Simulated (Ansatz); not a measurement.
# Si (Fd-3m): how far a G0W0 gap depends on its settings

How well converged is a G0W0 gap of diamond Si?

Code: Ansatz 0.2.0. G0W0, plane waves. No spin polarisation and no zero-point or thermal motion.

### 1 The structure to begin with

The cell was relaxed beforehand with r2SCAN.

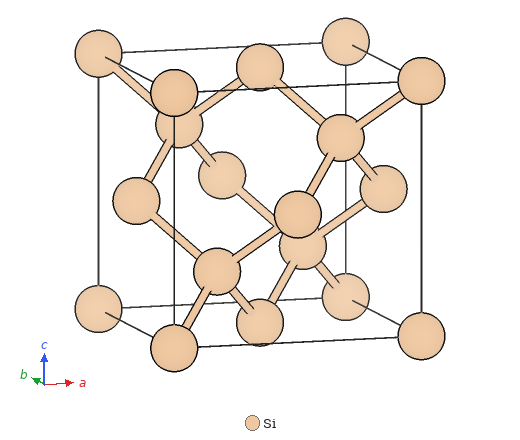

The structure, slightly off an axis: silicon light orange. The conventional cell is drawn.

Coordinates:

```cif
data_structure
_symmetry_space_group_name_H-M 'Fd-3m:1'
_symmetry_Int_Tables_number 227
_cell_length_a 5.4442
_cell_length_b 5.4442
_cell_length_c 5.4442
_cell_angle_alpha 90.000
_cell_angle_beta 90.000
_cell_angle_gamma 90.000
_cell_volume 161.37
loop_
_atom_site_label
_atom_site_type_symbol
_atom_site_symmetry_multiplicity
_atom_site_Wyckoff_symbol
_atom_site_fract_x
_atom_site_fract_y
_atom_site_fract_z
_atom_site_occupancy
Si1 Si 8 b 0.00000 0.00000 0.50000 1
```

### 2 From PBE, 150 empty bands, 100 eV

Input file input.yaml:

```yaml
crystal:
  lattice:
    - [0.0, 2.7221188962, 2.7221188962]
    - [2.7221188962, 0.0, 2.7221188962]
    - [2.7221188962, 2.7221188962, 0.0]
  atoms:
    - { symbol: Si, position: [0.0, 0.0, 0.0] }
    - { symbol: Si, position: [0.25, 0.25, 0.25] }
kpoints:
  mp_grid: { grid: [4, 4, 4] }
hamiltonian:
  xc: pbe
scf:
  occupations: { method: fixed }
gw:
  n_empty_bands: 150
  ecut_chi: 100
  qp_bands: [v1, c1]
  qp_kpoints: band_edges
  screening: { model: contour_deformation }
```

On the command line:

```
$ ansatz run input.yaml --threads 4 --pin off --max-ram 3686MiB --backend cpu --events-out ev --progress --plain --runs-dir out
```

Standard output, cut to the lines that bear on the results:

```text
Warning: RAYON_NUM_THREADS=4 ignored (pool sized by the plan → 4); use --threads N
[...]
Pseudopotentials: kind: paw
Pseudopotential: Si, paw, valence charge 4, recommended cutoff 420 eV (normal), Si.paw.azcp
Functional definition: PBE
[...]
Crystal: 2 atoms, lattice volume = 40.341 Å³
Basis set: ecut = 420 eV, 749 PW (Γ)
Bands: 8, of which v1, the nominal top of the filled ones, is band 4 counted from 1 (3 counted from 0)
Symmetry: 48 space group operations
Space group: Fd-3m (ITA 227), of the structure as read, at distance tolerance 3.4e-5 Å
k-points: 8 of 64
[...]
SCF iter   1: F=—  HF=-1271.431258 eV  |F-HF|=—  |Δ(HF+E_count)|=         —  Δρ=1.68e-3  dr2=1.90e-3  ethr=1.77e-3  ⟨swp⟩=4.4  Hψ=465  notcnv=0  defer=12
[...]
SCF iter   6: F=-1271.431026 eV  HF=-1271.431026 eV  |F-HF|=7.73e-12  |Δ(HF+E_count)|=   3.12e-9  Δρ=8.18e-8  dr2=2.70e-12  ethr=2.08e-11  ⟨swp⟩=3.2  Hψ=383  notcnv=0
[...]
NSCF: frozen V_eff on 8 k-points
G₀W₀ screening: q 1/8
G₀W₀ screening: q 2/8 (q-point 5)
G₀W₀ screening: q 3/8 (q-point 6)
G₀W₀ screening: q 4/8 (q-point 2)
G₀W₀ screening: q 5/8 (q-point 4)
G₀W₀ screening: q 6/8 (q-point 8)
G₀W₀ screening: q 7/8 (q-point 3)
G₀W₀ screening: q 8/8 (q-point 7)
G₀W₀ self-energy: k 1/5
G₀W₀ self-energy: k 2/5
G₀W₀ self-energy: k 3/5
G₀W₀ self-energy: k 4/5
G₀W₀ self-energy: k 5/5
NSCF: frozen V_eff on 1 k-points
SCF converged after 6 iterations
Free energy (F): -1271.431026 eV
[...]
E sigma→0 (E₀):  -1271.431026 eV
[...]
  gw.qp_kpoints: band_edges: 5 of 8 stored k-points solved, in 1 pass; an edge of the gap read off the rows below is read off those points alone
    valence top: of the k-points left out ik 5 came nearest to being solved in a further pass, in band 4 (counted from 1, as in the quasiparticle table): it holds the edge there only if its correction is more favourable than any solved in that band by at least 1.325 eV; those differ by 0.069 eV
    conduction bottom: of the k-points left out ik 4 came nearest to being solved in a further pass, in band 5 (counted from 1, as in the quasiparticle table): it holds the edge there only if its correction is more favourable than any solved in that band by at least 0.803 eV; those differ [...]
    ik  band        ε_KS         Σx   Σc(E_QP)       V_xc       Z   E_QP_lin       E_QP  E_QP is
     0     4      6.1952   -14.8776     1.1595   -13.2634  0.7632     5.7388     5.7405  root
     0     5      8.7346    -6.9414    -4.3858   -11.4622  0.7577     8.8699     8.8696  root
     1     4      5.4366   -14.7789     1.3517   -12.9634  0.7578     4.9706     4.9727  root
     1     5      8.1879    -7.7440    -4.3324   -12.2010  0.7644     8.3127     8.3125  root
     2     4      4.9988   -15.0404     1.6007   -12.9508  0.7533     4.5069     4.5099  root
     2     5      7.6976    -7.9099    -4.2050   -12.2272  0.7692     7.8099     7.8098  root
     3     4      4.3116   -14.6672     1.7523   -12.4221  0.7463     3.8144     3.8188  root
     3     5      7.3146    -6.5083    -4.0059   -10.5314  0.7734     7.3318     7.3318  root
     6     4      3.3538   -15.0158     2.2497   -12.2425  0.7330     2.8245     2.8301  root
     6     5      6.9015    -5.9313    -3.9605    -9.8628  0.7788     6.8726     6.8726  root
```

It took 4.8 s on 4 threads of Arm Neoverse N1, shared host; peak memory 0.38 GiB.

On its 4×4×4 mesh the gap goes from 0.71 eV (PBE) to 1.13 eV, a shift of +0.42 eV, with 150 empty bands and a screening cutoff of 100 eV. The renormalisation factors Z of the two edge bands lie between 0.73 and 0.78.

### 3 From LDA, 25 empty bands, 100 eV

Edit input.yaml of step 2 so:

```diff
@@ -11,3 +11,3 @@
 hamiltonian:
-  xc: pbe
+  xc: lda
 scf:
@@ -15,3 +15,3 @@
 gw:
-  n_empty_bands: 150
+  n_empty_bands: 25
   ecut_chi: 100
```

On the command line:

```
$ ansatz run input.yaml --threads 4 --pin off --max-ram 3686MiB --backend cpu --events-out ev --progress --plain --runs-dir out
```

Standard output, cut to the lines that bear on the results:

```text
Warning: RAYON_NUM_THREADS=4 ignored (pool sized by the plan → 4); use --threads N
[...]
[... 2 set-up lines as earlier in the session ...]
Functional definition: SPW92
[...]
Crystal: 2 atoms, lattice volume = 40.341 Å³
Basis set: ecut = 420 eV, 749 PW (Γ)
Bands: 8, of which v1, the nominal top of the filled ones, is band 4 counted from 1 (3 counted from 0)
[... 2 set-up lines as earlier in the session ...]
k-points: 8 of 64
[...]
SCF iter   1: F=—  HF=-1217.095378 eV  |F-HF|=—  |Δ(HF+E_count)|=         —  Δρ=3.64e-3  dr2=4.87e-3  ethr=1.77e-3  ⟨swp⟩=4.6  Hψ=464  notcnv=0  defer=12
[...]
SCF iter   6: F=-1217.093202 eV  HF=-1217.093202 eV  |F-HF|=3.00e-11  |Δ(HF+E_count)|=   3.05e-9  Δρ=6.98e-7  dr2=1.15e-10  ethr=1.85e-10  ⟨swp⟩=3.2  Hψ=392  notcnv=0
[...]
    ik  band        ε_KS         Σx   Σc(E_QP)       V_xc       Z   E_QP_lin       E_QP  E_QP is
     0     4      6.0186   -14.8764     1.5539   -13.4588  0.7652     6.1549     6.1550  root
     0     5      8.5205    -6.9830    -4.0126   -11.7069  0.7589     9.2377     9.2318  root
     1     4      5.2603   -14.7758     1.7237   -13.1560  0.7598     5.3641     5.3642  root
     1     5      7.8962    -7.8105    -3.9744   -12.5137  0.7644     8.6300     8.6249  root
     2     4      4.8251   -15.0401     1.9636   -13.1432  0.7552     4.8918     4.8918  root
     2     5      7.3960    -7.9835    -3.8459   -12.5473  0.7713     8.1201     8.1139  root
     3     4      4.1315   -14.6604     2.0909   -12.6097  0.7469     4.1715     4.1716  root
     3     5      7.0422    -6.5348    -3.6693   -10.7922  0.7754     7.6345     7.6302  root
     6     4      3.1743   -15.0075     2.5641   -12.4268  0.7343     3.1578     3.1578  root
     6     5      6.6080    -5.9541    -3.6432   -10.1348  0.7808     7.1496     7.1455  root
```

Run time: 1.6 s. Hardware: 4 threads of Arm Neoverse N1, shared host; peak memory 0.26 GiB.

On its 4×4×4 mesh the gap goes from 0.59 eV (LDA) to 0.99 eV, a shift of +0.40 eV, with 25 empty bands and a screening cutoff of 100 eV. The renormalisation factors Z of the two edge bands lie between 0.73 and 0.78.

### 4 From PBE, 90 empty bands, 60 eV

Edit input.yaml of step 3 so:

```diff
@@ -11,3 +11,3 @@
 hamiltonian:
-  xc: lda
+  xc: pbe
 scf:
@@ -15,4 +15,4 @@
 gw:
-  n_empty_bands: 25
-  ecut_chi: 100
+  n_empty_bands: 90
+  ecut_chi: 60
   qp_bands: [v1, c1]
```

On the command line:

```
$ ansatz run input.yaml --threads 4 --pin off --max-ram 3686MiB --backend cpu --events-out ev --progress --plain --runs-dir out
```

Standard output, cut to the lines that bear on the results:

```text
Warning: RAYON_NUM_THREADS=4 ignored (pool sized by the plan → 4); use --threads N
[...]
[... 3 set-up lines as earlier in the session ...]
[...]
Crystal: 2 atoms, lattice volume = 40.341 Å³
Basis set: ecut = 420 eV, 749 PW (Γ)
Bands: 8, of which v1, the nominal top of the filled ones, is band 4 counted from 1 (3 counted from 0)
[... 2 set-up lines as earlier in the session ...]
k-points: 8 of 64
[...]
SCF iter   1: F=—  HF=-1271.431258 eV  |F-HF|=—  |Δ(HF+E_count)|=         —  Δρ=1.68e-3  dr2=1.90e-3  ethr=1.77e-3  ⟨swp⟩=4.4  Hψ=465  notcnv=0  defer=12
[...]
SCF iter   6: F=-1271.431026 eV  HF=-1271.431026 eV  |F-HF|=7.73e-12  |Δ(HF+E_count)|=   3.12e-9  Δρ=8.18e-8  dr2=2.70e-12  ethr=2.08e-11  ⟨swp⟩=3.2  Hψ=383  notcnv=0
[...]
    ik  band        ε_KS         Σx   Σc(E_QP)       V_xc       Z   E_QP_lin       E_QP  E_QP is
     0     4      6.1952   -14.8776     1.3818   -13.2634  0.7660     5.9624     5.9628  root
     0     5      8.7346    -6.9414    -4.2683   -11.4622  0.7592     8.9881     8.9871  root
     1     4      5.4366   -14.7789     1.5526   -12.9634  0.7602     5.1730     5.1736  root
     1     5      8.1879    -7.7440    -4.1957   -12.2010  0.7661     8.4500     8.4492  root
     2     4      4.9988   -15.0404     1.7964   -12.9508  0.7557     4.7046     4.7056  root
     2     5      7.6976    -7.9099    -4.0661   -12.2272  0.7708     7.9494     7.9487  root
     3     4      4.3116   -14.6672     1.9244   -12.4221  0.7482     3.9890     3.9908  root
     3     5      7.3146    -6.5083    -3.9085   -10.5314  0.7745     7.4293     7.4292  root
     6     4      3.3538   -15.0158     2.4087   -12.2425  0.7342     2.9864     2.9892  root
     6     5      6.9015    -5.9313    -3.8795    -9.8628  0.7797     6.9536     6.9535  root
```

It took 2.4 s on 4 threads of Arm Neoverse N1, shared host; peak memory 0.3 GiB.

With 90 empty bands and 60 eV for the screening, the 4×4×4 mesh shows 0.71 eV for PBE and 0.99 eV for the quasiparticles (+0.28 eV). The renormalisation factors Z of the two edge bands lie between 0.73 and 0.78.

### 5 From LDA, 30 empty bands, 40 eV

Edit input.yaml of step 4 so:

```diff
@@ -11,3 +11,3 @@
 hamiltonian:
-  xc: pbe
+  xc: lda
 scf:
@@ -15,4 +15,4 @@
 gw:
-  n_empty_bands: 90
-  ecut_chi: 60
+  n_empty_bands: 30
+  ecut_chi: 40
   qp_bands: [v1, c1]
```

On the command line:

```
$ ansatz run input.yaml --threads 4 --pin off --max-ram 3686MiB --backend cpu --events-out ev --progress --plain --runs-dir out
```

Standard output, cut to the lines that bear on the results:

```text
Warning: RAYON_NUM_THREADS=4 ignored (pool sized by the plan → 4); use --threads N
[...]
[... 3 set-up lines as earlier in the session ...]
[...]
Crystal: 2 atoms, lattice volume = 40.341 Å³
Basis set: ecut = 420 eV, 749 PW (Γ)
Bands: 8, of which v1, the nominal top of the filled ones, is band 4 counted from 1 (3 counted from 0)
[... 2 set-up lines as earlier in the session ...]
k-points: 8 of 64
[...]
SCF iter   1: F=—  HF=-1217.095378 eV  |F-HF|=—  |Δ(HF+E_count)|=         —  Δρ=3.64e-3  dr2=4.87e-3  ethr=1.77e-3  ⟨swp⟩=4.6  Hψ=464  notcnv=0  defer=12
[...]
SCF iter   6: F=-1217.093202 eV  HF=-1217.093202 eV  |F-HF|=3.00e-11  |Δ(HF+E_count)|=   3.05e-9  Δρ=6.98e-7  dr2=1.15e-10  ethr=1.85e-10  ⟨swp⟩=3.2  Hψ=392  notcnv=0
[...]
    ik  band        ε_KS         Σx   Σc(E_QP)       V_xc       Z   E_QP_lin       E_QP  E_QP is
     0     4      6.0186   -14.8764     1.6669   -13.4588  0.7710     6.2675     6.2680  root
     0     5      8.5205    -6.9830    -4.0479   -11.7069  0.7618     9.2024     9.1965  root
     1     4      5.2603   -14.7758     1.8166   -13.1560  0.7646     5.4568     5.4572  root
     1     5      7.8962    -7.8105    -3.9756   -12.5137  0.7665     8.6278     8.6238  root
     2     4      4.8251   -15.0401     2.0547   -13.1432  0.7599     4.9826     4.9829  root
     2     5      7.3960    -7.9835    -3.8393   -12.5473  0.7746     8.1268     8.1204  root
     3     4      4.1315   -14.6604     2.1575   -12.6097  0.7505     4.2380     4.2383  root
     3     5      7.0422    -6.5348    -3.7253   -10.7922  0.7771     7.5775     7.5742  root
     6     4      3.1743   -15.0075     2.6222   -12.4268  0.7375     3.2158     3.2159  root
     6     5      6.6080    -5.9541    -3.7123   -10.1348  0.7818     7.0791     7.0765  root
```

Run time: 1.3 s. Hardware: 4 threads of Arm Neoverse N1, shared host; peak memory 0.25 GiB.

On its 4×4×4 mesh the gap goes from 0.59 eV (LDA) to 0.81 eV, a shift of +0.22 eV, with 30 empty bands and a screening cutoff of 40 eV. The renormalisation factors Z of the two edge bands lie between 0.74 and 0.78.

### 6 All runs side by side

```
start  potentials  frequencies  empty bands  cutoff (eV)   mesh  Kohn-Sham gap (eV)  G0W0 gap (eV)
  PBE         PAW         full          150          100  4×4×4                0.71           1.13
  LDA         PAW         full           25          100  4×4×4                0.59           0.99
  PBE         PAW         full           90           60  4×4×4                0.71           0.99
  LDA         PAW         full           30           40  4×4×4                0.59           0.81
```

Gaps are those on each run's own mesh.

Over the runs in the table the G0W0 gap on the mesh spans 0.81 to 1.13 eV, and the shift from the starting levels +0.22 to +0.43 eV; where more than one setting differs between two runs, no single one explains their difference. G0W0 here is at a finite number of bands, screening cutoff and k mesh, not at the basis limit.
